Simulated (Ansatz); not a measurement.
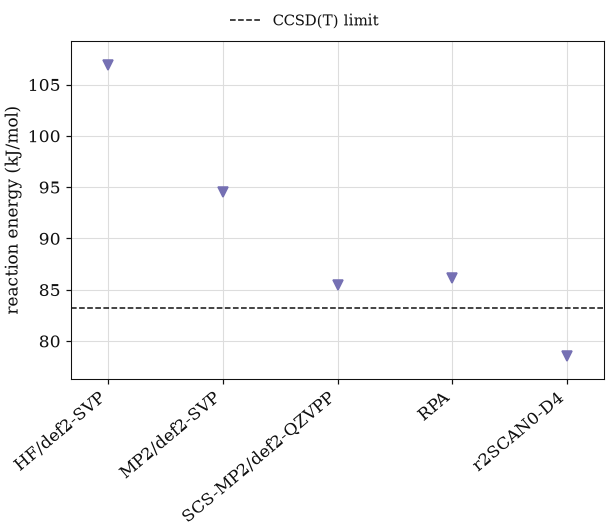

Electronic reaction energy of GaH₃SeO ([OH][GaH][SeH]) + PH₃O₂ (OPO) → PH₃SeO₂ (OP(O)[SeH]) + GaH₃O ([OH][GaH2]) (SMILES in brackets) at several levels (functionals in def2-TZVPP unless a basis is named), isolated molecules at PBE0-D4 triple-zeta geometries, minima by their frequencies, no zero-point or thermal terms, the Ansatz code. The line is frozen-core CCSD(T) at the basis limit (MP2 extrapolated from triple and quadruple zeta, plus CCSD(T) less MP2 in a smaller set). RPA holds a correlation term that converges slowly with the basis, so part of the distance to the limit is basis error. The distance of HF/def2-SVP, MP2/def2-SVP and SCS-MP2/def2-QZVPP to the limit includes basis error. The limit lies 4.4 kJ/mol from CCSD(T)/def2-TZVPP, so the line itself is uncertain by a part of that.

Which level comes closest to the line (CCSD(T) limit), and which misses most?

Answer. Closest SCS-MP2/def2-QZVPP (85.5 kJ/mol), against 83.2 kJ/mol; farthest HF/def2-SVP (106.9 kJ/mol).

Give the values.

Answer.
| level | kJ/mol | less CCSD(T) limit |
| --- | --- | --- |
| HF/def2-SVP | 106.9 | 23.7 |
| MP2/def2-SVP | 94.5 | 11.3 |
| SCS-MP2/def2-QZVPP | 85.5 | 2.3 |
| RPA | 86.1 | 2.9 |
| r2SCAN0-D4 | 78.6 | −4.6 |
| CCSD(T) limit | 83.2 | 0.0 |

Caveats: no scalar relativity up to krypton; outer-core shells are correlated without core-valence functions, which makes the correlated values less sure.
